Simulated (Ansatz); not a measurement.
```cif
data_structure
_symmetry_space_group_name_H-M 'P 1'
_symmetry_Int_Tables_number 1
_cell_length_a 4.1000
_cell_length_b 4.1000
_cell_length_c 28.8137
_cell_angle_alpha 90.000
_cell_angle_beta 90.000
_cell_angle_gamma 90.000
_cell_volume 484.36
loop_
_atom_site_label
_atom_site_type_symbol
_atom_site_fract_x
_atom_site_fract_y
_atom_site_fract_z
_atom_site_occupancy
Mg1 Mg 0.50000 0.50000 0.20182 1
Mg2 Mg 0.00000 0.00000 0.70182 1
Mg3 Mg 0.00000 0.00000 0.29818 1
Mg4 Mg 0.50000 0.50000 0.79818 1
Mg5 Mg 0.50000 0.50000 0.00000 1
Mg6 Mg 0.00000 0.00000 0.50000 1
Cd1 Cd 0.50000 0.50000 0.39907 1
Cd2 Cd 0.00000 0.00000 0.89907 1
Cd3 Cd 0.00000 0.00000 0.10093 1
Cd4 Cd 0.50000 0.50000 0.60093 1
S1 S 0.50000 0.00000 0.34590 1
S2 S 0.00000 0.50000 0.84590 1
S3 S 0.00000 0.50000 0.45226 1
S4 S 0.50000 0.00000 0.95226 1
S5 S 0.00000 0.50000 0.04774 1
S6 S 0.50000 0.00000 0.54774 1
S7 S 0.50000 0.00000 0.15410 1
S8 S 0.00000 0.50000 0.65410 1
S9 S 0.00000 0.50000 0.25000 1
S10 S 0.50000 0.00000 0.75000 1
```

Space group I-4m2; a structure generated by program, which may or may not match a known phase.

Level of theory: Ansatz 0.2.0, DFT PBE, scalar-relativistic, plane waves, PAW.

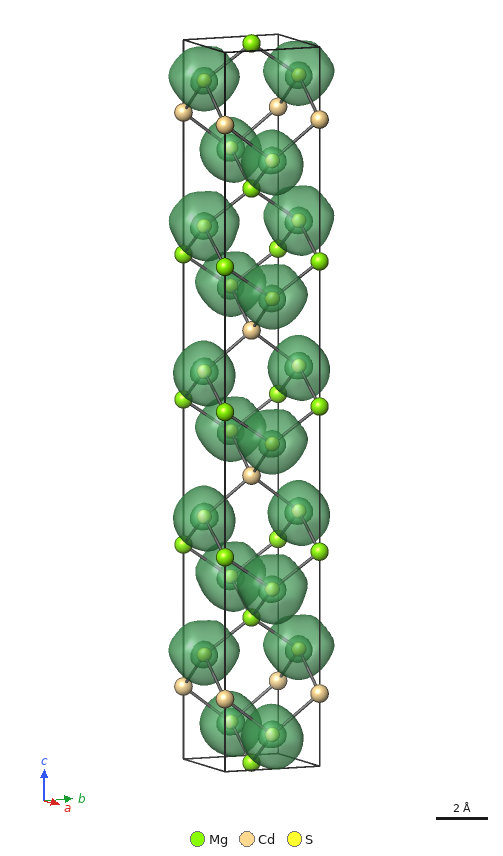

Mg$_{3}$Cd$_{2}$S$_{5}$. Isosurface of the electron localisation function at 0.7 (green), seen slightly off an axis. Core shells and regions of very low density are left out. Sticks mark near contacts.

Core electrons are frozen (PAW), and the valence fields are smoothed inside the atomic spheres.

Identify the bonds, lone pairs and shells in this picture.

The ELF exceeds this value in ten regions wrapped around S (the valence shell of each), counted in one cell of 20 atoms. Regions shared between cells count once.

Values along the shortest contacts:
Mg–S (2.47 Å): the ELF peaks at about 0.90 in the valence shell of S, 0.9 Å from its nucleus, and falls to about 0.05 next to Mg; a closed-shell, largely ionic contact. Cd–S (2.56 Å): the ELF peaks at about 0.90 in the valence shell of S, 0.8 Å from its nucleus, and is about 0.30 at the midpoint.

Which way does charge flow, and how much by Bader's partition?

Electrons move from Mg and Cd towards S. Bader charges: Mg +1.63, Cd +0.85 and S −1.63 to −1.24 e.
